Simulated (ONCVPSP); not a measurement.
Run report: Pb, pseudopotential generation

Lead (Pb, Z = 82), core [Xe] 4f14, reference valence 5d10 6s2 6p1.75 (an ion of charge +0.25), valence charge 14. Computed at this level: ONCV potential, LDA (Perdew-Wang 92), scalar-relativistic, made with ONCVPSP 4.0.1.

## Key numbers

- outcome: generated, with a ghost state
- cutoffs needed: 47 Ha and 80 Ha (the cutoffs at which the residual kinetic energy of the hardest occupied pseudo-wave falls to 1 and 0.1 mHa per electron)
- ghost test: GHOST(-) flagged for s at -321.4 eV, p at -159.5 eV, d at -249.0 eV; GHOST(+) flagged for s at 70.0 eV (flags above 300 eV left out)
- largest excitation error: -116 meV (all-electron minus pseudo) for 5d9 6s2 6p2, out of 4 test configurations
- rms error of d²Exc/dni dnj: 4.08 mHa without and 0.39 mHa with the model core
- clearest signs, in the scattering phases, of states that the all-electron atom lacks: s near 2.6 Ha
- range over which the phases arctan(r R′/R) at the test radius agree within 0.05 rad (a looser test near the poles than one of phase shifts): s: up to about 2.5 Ha; p: up to about 2.7 Ha; d: over the whole range computed; f: not judged, local potential alone
- hardware: 1 CPU thread, shared host
- wall time: 4 s

## Notes

The potential has a bound ghost state, so it can't be used as it stands.

## Input
```
# ATOM AND REFERENCE CONFIGURATION
# atsym  z   nc   nv     iexc    psfile
  Pb 82.00   12    3  -001012      upf
#
#   n    l    f
    1    0    2.00
    2    0    2.00
    2    1    6.00
    3    0    2.00
    3    1    6.00
    3    2   10.00
    4    0    2.00
    4    1    6.00
    4    2   10.00
    4    3   14.00
    5    0    2.00
    5    1    6.00
    5    2   10.00
    6    0    2.00
    6    1    1.75
#
# PSEUDOPOTENTIAL AND OPTIMIZATION
# lmax
    2
#
#   l,   rc,      ep,       ncon, nbas, qcut
    0    2.00    0.00    4    9    2.50
    1    2.25    0.00    4    7    3.80
    2    1.15    0.00    5    8    8.00
#
# LOCAL POTENTIAL
# lloc, lpopt,  rc(5),   dvloc0
    4    5    0.95    0.00
#
# VANDERBILT-KLEINMAN-BYLANDER PROJECTORs
# l, nproj, debl
    0    2    2.00
    1    2    1.20
    2    3    4.00
#
# MODEL CORE CHARGE
# icmod, fcfact, rcfact
    3    4.75    1.55
#
# LOG DERIVATIVE ANALYSIS
# epsh1, epsh2, depsh
   -2.00    5.00    0.02
#
# OUTPUT GRID
# rlmax, drl
    6.00    0.01
#
# TEST CONFIGURATIONS
# ncnf
    4
# nvcnf
#   n    l    f
    3
    5    2   10.00
    6    0    2.00
    6    1    2.00
#
    3
    5    2   10.00
    6    0    2.00
    6    1    1.00
#
    3
    5    2   10.00
    6    0    2.00
    6    1    0.00
#
    3
    5    2    9.00
    6    0    2.00
    6    1    2.00
#
```

Command:
```bash
oncvpsp.x < Pb.dat > Pb.out
```

## Output (extracts)
```
ONCVPSP  (Optimized Norm-Conservinng Vanderbilt PSeudopotential)
scalar-relativistic version 4.0.1

#   n    l    f        energy (Ha)
    1    0    2.00    -3.2365536E+03
    2    0    2.00    -5.7899348E+02
    2    1    6.00    -4.9676535E+02
    3    0    2.00    -1.3902490E+02
    3    1    6.00    -1.1545526E+02
    3    2   10.00    -9.1396961E+01
    4    0    2.00    -3.1498130E+01
    4    1    6.00    -2.3773364E+01
    4    2   10.00    -1.4836716E+01
    4    3   14.00    -4.9626040E+00
    5    0    2.00    -5.3731662E+00
    5    1    6.00    -3.2246657E+00
    5    2   10.00    -8.4791284E-01
    6    0    2.00    -5.1492329E-01
    6    1    1.75    -1.9117177E-01

Reference configufation results
  iterations    22
  all-electron total energy (Ha)   -2.08706522D+04

Begin loop to  construct optimized pseudo wave functions
and semi-local pseudopoentials for all angular momenta

   Wellstate for l =  0  n =  8
     eigenvalue =   1.4851
     asymptotic potential =   1.9851
     half-point radius =  4.5093

Calculating optimized projector #   1

 for l=   0

    Fraction of norm inside rc  0.396945
    Optimizing pswf for qcut=   2.50 a_B^-1,  ecut=   3.13 Ha
    Residual kinetic energy error=  2.52D-02 Ha

    Energy error per electron        Cutoff
         Ha          eV             Ha
         0.01000     0.27211        5.42
         0.00100     0.02721       46.68
         0.00010     0.00272       58.89
         0.00001     0.00027       75.30

Calculating optimized projector #   2

 for l=   0

    Fraction of norm inside rc  0.101158
    Optimizing pswf for qcut=   2.50 a_B^-1,  ecut=   3.13 Ha
    Residual kinetic energy error=  1.16D-01 Ha

    Energy error per electron        Cutoff
         Ha          eV             Ha
         0.01000     0.27211        7.41
         0.00100     0.02721       22.19
         0.00010     0.00272       53.75
         0.00001     0.00027       79.15

   Wellstate for l =  1  n =  7
     eigenvalue =   1.0088
     asymptotic potential =   1.5088
     half-point radius =  3.8588

Calculating optimized projector #   1

 for l=   1

    Fraction of norm inside rc  0.211543
    Optimizing pswf for qcut=   3.79 a_B^-1,  ecut=   7.20 Ha
    Residual kinetic energy error=  5.72D-05 Ha

    Energy error per electron        Cutoff
         Ha          eV             Ha
         0.01000     0.27211        1.98
         0.00100     0.02721        5.13
         0.00010     0.00272        6.98
         0.00001     0.00027       15.38

Calculating optimized projector #   2

 for l=   1

    Fraction of norm inside rc  0.240056
    Optimizing pswf for qcut=   3.79 a_B^-1,  ecut=   7.20 Ha
    Residual kinetic energy error=  5.07D-03 Ha

    Energy error per electron        Cutoff
         Ha          eV             Ha
         0.01000     0.27211        5.31
         0.00100     0.02721       32.30
         0.00010     0.00272       40.11
         0.00001     0.00027       51.31

   Wellstate for l =  2  n =  7
     eigenvalue =   3.1521
     asymptotic potential =   3.6521
     half-point radius =  2.8470

   Wellstate for l =  2  n =  8
     eigenvalue =   7.1521
     asymptotic potential =   7.6521
     half-point radius =  2.6046

Calculating optimized projector #   1

 for l=   2

    Fraction of norm inside rc  0.428106
    Optimizing pswf for qcut=   8.00 a_B^-1,  ecut=  31.97 Ha
    Residual kinetic energy error=  6.87D-04 Ha

    Energy error per electron        Cutoff
         Ha          eV             Ha
         0.01000     0.27211       19.30
         0.00100     0.02721       24.81
         0.00010     0.00272       80.32
         0.00001     0.00027      143.54

Calculating optimized projector #   2

 for l=   2

    Fraction of norm inside rc  0.063150
    Optimizing pswf for qcut=   8.00 a_B^-1,  ecut=  31.97 Ha
    Residual kinetic energy error=  1.93D-03 Ha

    Energy error per electron        Cutoff
         Ha          eV             Ha
         0.01000     0.27211       19.99
         0.00100     0.02721      104.85
         0.00010     0.00272      207.90
         0.00001     0.00027      233.53

Calculating optimized projector #   3

 for l=   2

    Fraction of norm inside rc  0.042891
    Optimizing pswf for qcut=   8.00 a_B^-1,  ecut=  31.97 Ha
    Residual kinetic energy error=  2.49D-03 Ha

    Energy error per electron        Cutoff
         Ha          eV             Ha
         0.01000     0.27211       22.58
         0.00100     0.02721      221.34
         0.00010     0.00272      276.68
         0.00001     0.00027      303.63

Construct Vanderbilt / Kleinmman-Bylander projectors

B matrix Hermiticity error, ll=   0
   1   2   -1.5902E-04

  Orthonormal projector coefficients  1.6015E+01  2.0286E+00

B matrix Hermiticity error, ll=   1
   1   2    7.7898E-05

  Orthonormal projector coefficients  9.4472E+00  1.3657E+00

B matrix Hermiticity error, ll=   2
   1   2   -6.7455E-04
   1   3    1.2542E-03
   2   3    3.3325E-04

  Orthonormal projector coefficients -1.3083E+02  1.3035E+01  3.2259E+00

Model core correction analysis
  based on d2Exc/dn_idn_j

d2excae - all-electron derivatives

   -1.825353D-02   -8.881130D-03   -3.942271D-03
   -8.880745D-03   -2.086903D-02   -1.669997D-02
   -3.942015D-03   -1.669807D-02   -2.227159D-02

d2excps - pseudofunction derivatives with no core correction

   -2.984263D-02   -1.146445D-02   -4.688295D-03
   -1.146416D-02   -2.165640D-02   -1.723341D-02
   -4.688076D-03   -1.723156D-02   -2.253023D-02

rms 2nd derivative error    4.082809E-03

rmatch, rhocmatch    1.0663    8.8111

Teter function model core charge with specified parameters

d2excps - pseudofunction derivatives with core correction

   -1.765932D-02   -8.685533D-03   -3.940241D-03
   -8.685173D-03   -1.992051D-02   -1.659056D-02
   -3.939979D-03   -1.658863D-02   -2.226739D-02

rms 2nd derivative error    3.877642E-04

Pseudoatom total energy  -60.929618

Diagnostic tests using Vanderbilt-Kleinman-Bylander pseudopotentials
  1 or more projectors used as specified by nproj input data

   l    rcore       rmatch      e in        delta e   norm test  slope test

   0   2.0103293   2.0713672  -0.5149233  -0.0000024   1.0000442   1.0000695
   0   2.0103293   2.0713672   1.4850767  -0.0000013   1.0004229   1.0004229

   1   2.2523135   2.3206986  -0.1911718   0.0000006   1.0000258   1.0000173
   1   2.2523135   2.3206986   1.0088282   0.0000035   1.0001940   1.0001940

   2   1.1525373   1.1875308  -0.8479128   0.0000213   1.0001825   1.0002410
   2   1.1525373   1.1875308   3.1520872   0.0000301   1.0006796   1.0006796
   2   1.1525373   1.1875308   7.1520872   0.0002299   1.0008642   1.0008642

 Testing for bound ghosts
   n   l    E NL Schr. Eq   E Basis Diag.   E Cutoff

       0                      -11.812737     85.90  WARNING - GHOST(-)
   1   0       -0.514926       -0.513255     85.90

       1                       -5.860956     43.38  WARNING - GHOST(-)
   2   1       -0.191171       -0.182117     43.38

       2                       -9.152023    332.97  WARNING - GHOST(-)
   3   2       -0.847891       -0.839060    332.97

 Testing for highly-localized positive-energy ghosts
       l    <radius>/rc     E Basis Diag.   E Cutoff

       0        0.475813        2.570971     85.90  WARNING - GHOST(+)

       2        0.566698      118.571916    332.97  WARNING - GHOST(+)

Test configuration 0

   n   l     f        eae           eps        diff
   1   0  2.0000-3236.55355375
   2   0  2.0000 -578.99348075
   2   1  6.0000 -496.76535352
   3   0  2.0000 -139.02489993
   3   1  6.0000 -115.45525769
   3   2 10.0000  -91.39696098
   4   0  2.0000  -31.49813022
   4   1  6.0000  -23.77336444
   4   2 10.0000  -14.83671621
   4   3 14.0000   -4.96260403
   5   0  2.0000   -5.37316619
   5   1  6.0000   -3.22466575
   5   2 10.0000   -0.84791284   -0.84789149    2.13D-05
   6   0  2.0000   -0.51492329   -0.51492567   -2.38D-06
   6   1  1.7500   -0.19117177   -0.19117117    5.99D-07

    Total energies and differences
      AE_ref= -2.08706522D+04  AE_tst= -2.08706522D+04  dif=  0.00D+00
      PS_ref= -6.09296183D+01  PS_tst= -6.09296183D+01  dif=  1.35D-13
      PSP excitation error= -1.35D-13

Test configuration 1

   n   l     f        eae           eps        diff
   1   0  2.0000-3236.48776707
   2   0  2.0000 -578.92785284
   2   1  6.0000 -496.69971078
   3   0  2.0000 -138.95929374
   3   1  6.0000 -115.38964964
   3   2 10.0000  -91.33136232
   4   0  2.0000  -31.43253059
   4   1  6.0000  -23.70776519
   4   2 10.0000  -14.77112071
   4   3 14.0000   -4.89701066
   5   0  2.0000   -5.30758017
   5   1  6.0000   -3.15905785
   5   2 10.0000   -0.78250508   -0.78273701   -2.32D-04
   6   0  2.0000   -0.45280002   -0.45280767   -7.65D-06
   6   1  2.0000   -0.13614640   -0.13613261    1.38D-05

    Total energies and differences
      AE_ref= -2.08706522D+04  AE_tst= -2.08706931D+04  dif= -4.08D-02
      PS_ref= -6.09296183D+01  PS_tst= -6.09704631D+01  dif= -4.08D-02
      PSP excitation error=  1.58D-05

Test configuration 2

   n   l     f        eae           eps        diff
   1   0  2.0000-3236.77491677
   2   0  2.0000 -579.21402321
   2   1  6.0000 -496.98596835
   3   0  2.0000 -139.24529881
   3   1  6.0000 -115.67566492
   3   2 10.0000  -91.61732628
   4   0  2.0000  -31.71845747
   4   1  6.0000  -23.99368382
   4   2 10.0000  -15.05701080
   4   3 14.0000   -5.18287693
   5   0  2.0000   -5.59324433
   5   1  6.0000   -3.44475918
   5   2 10.0000   -1.06683646   -1.06576567    1.07D-03
   6   0  2.0000   -0.71987218   -0.71992335   -5.12D-05
   6   1  1.0000   -0.37289727   -0.37301337   -1.16D-04

    Total energies and differences
      AE_ref= -2.08706522D+04  AE_tst= -2.08704422D+04  dif=  2.10D-01
      PS_ref= -6.09296183D+01  PS_tst= -6.07194467D+01  dif=  2.10D-01
      PSP excitation error= -1.31D-04

Test configuration 3

   n   l     f        eae           eps        diff
   1   0  2.0000-3237.11420333
   2   0  2.0000 -579.55133011
   2   1  6.0000 -497.32344272
   3   0  2.0000 -139.58218479
   3   1  6.0000 -116.01256852
   3   2 10.0000  -91.95414359
   4   0  2.0000  -32.05508635
   4   1  6.0000  -24.33028113
   4   2 10.0000  -15.39353694
   4   3 14.0000   -5.51932793
   5   0  2.0000   -5.92889174
   5   1  6.0000   -3.78023001
   5   2 10.0000   -1.39918922   -1.39609834    3.09D-03
   6   0  2.0000   -1.02435115   -1.02468179   -3.31D-04

    Total energies and differences
      AE_ref= -2.08706522D+04  AE_tst= -2.08699367D+04  dif=  7.16D-01
      PS_ref= -6.09296183D+01  PS_tst= -6.02133844D+01  dif=  7.16D-01
      PSP excitation error= -6.67D-04

Test configuration 4

   n   l     f        eae           eps        diff
   1   0  2.0000-3237.00413970
   2   0  2.0000 -579.44972780
   2   1  6.0000 -497.22142823
   3   0  2.0000 -139.47741749
   3   1  6.0000 -115.90772572
   3   2 10.0000  -91.85037793
   4   0  2.0000  -31.94761321
   4   1  6.0000  -24.22252058
   4   2 10.0000  -15.28569733
   4   3 14.0000   -5.41069787
   5   0  2.0000   -5.80753762
   5   1  6.0000   -3.64816650
   5   2  9.0000   -1.23701428   -1.24494547   -7.93D-03
   6   0  2.0000   -0.80420399   -0.80543509   -1.23D-03
   6   1  2.0000   -0.42512894   -0.42338884    1.74D-03

    Total energies and differences
      AE_ref= -2.08706522D+04  AE_tst= -2.08696896D+04  dif=  9.63D-01
      PS_ref= -6.09296183D+01  PS_tst= -5.99627270D+01  dif=  9.67D-01
      PSP excitation error= -4.27D-03
```

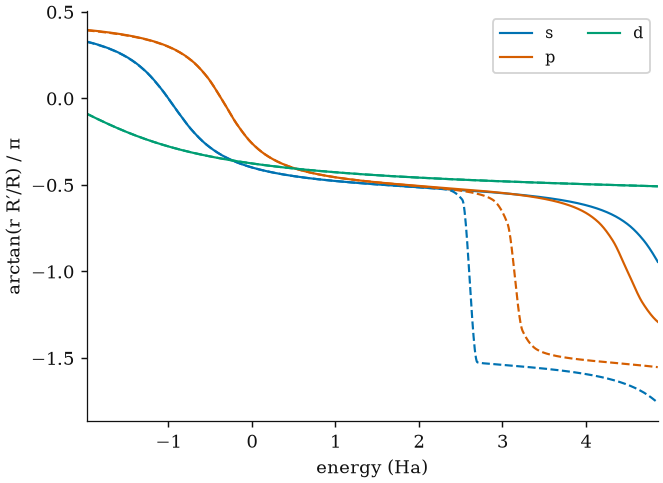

Fig. 1: Unwrapped phase arctan(r R′/R) in units of π against energy, all-electron (solid) and pseudo (dashed); the pseudo phase is matched to the all-electron one at the reference energy. Here R(r) is the radial function. A near-vertical step is a level narrower than the spacing of the points behind the curves. Not drawn: f: not judged.

- Ghost states: Going away from the reference energies, the phases part by more than π/2 in: s at about 2.6 Ha (above its reference energy, pseudo phase lower, at the flagged ghost); p at about 3.2 Ha (above its reference energy, pseudo phase lower). Such a step is either a state that only one of the two atoms has or an ordinary level shifted in energy. The separate test gives: GHOST(-) flagged for s at -321.4 eV, p at -159.5 eV, d at -249.0 eV; GHOST(+) flagged for s at 70.0 eV (flags above 300 eV left out). The bound ghosts lie below the range of the plot.
- Range over which the phases agree within 0.05 rad: s: up to about 2.5 Ha; p: up to about 2.7 Ha; d: over the whole range drawn.

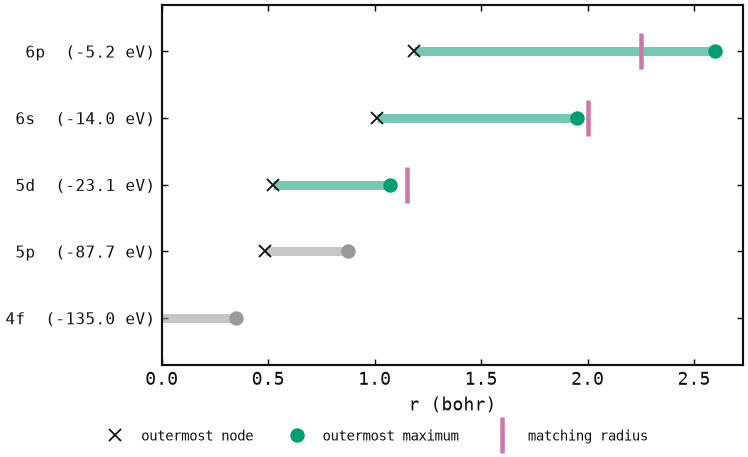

Fig. 2: Outer shells of the all-electron reference atom: each bar runs from the outermost node (or the nucleus) to the outermost maximum of u(r); the tick is the radius chosen for the pseudo-wave. Shells without a tick have no pseudo-wave of their own. Levels, nodes and maxima are from ld1.x, scalar-relativistic.

- Radii against the shells: 5d: 1.15 bohr, outside the maximum; 6s: 2.00 bohr, outside the maximum; 6p: 2.25 bohr, between node and maximum.

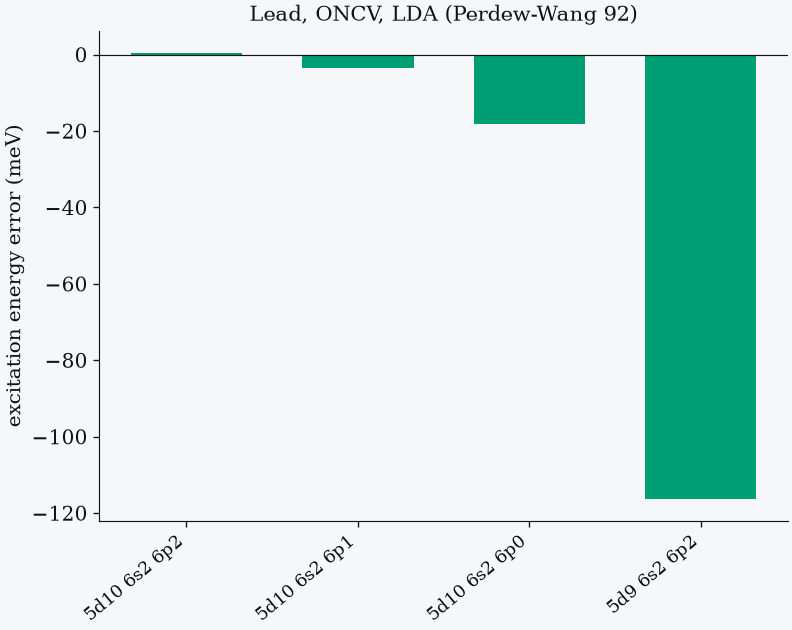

Fig. 3: Errors, all-electron minus pseudo, of the energies of valence configurations relative to the unpolarised reference 5d10 6s2 6p1.75.

- Worst configuration: 5d9 6s2 6p2 (charge +1): the error is -116 meV on an all-electron energy of +26.19 eV relative to the reference, or 0.44 %.
- Configurations within 10 meV and within 50 meV: 2 and 3 of 4.
- Errors in meV: 5d10 6s2 6p2: +0.4; 5d10 6s2 6p1: -3.6; 5d10 6s2 6p0: -18; 5d9 6s2 6p2: -116. The potential isn't sound: its ghost test gives GHOST(-) flagged for s at -321.4 eV, p at -159.5 eV, d at -249.0 eV; GHOST(+) flagged for s at 70.0 eV (flags above 300 eV left out).
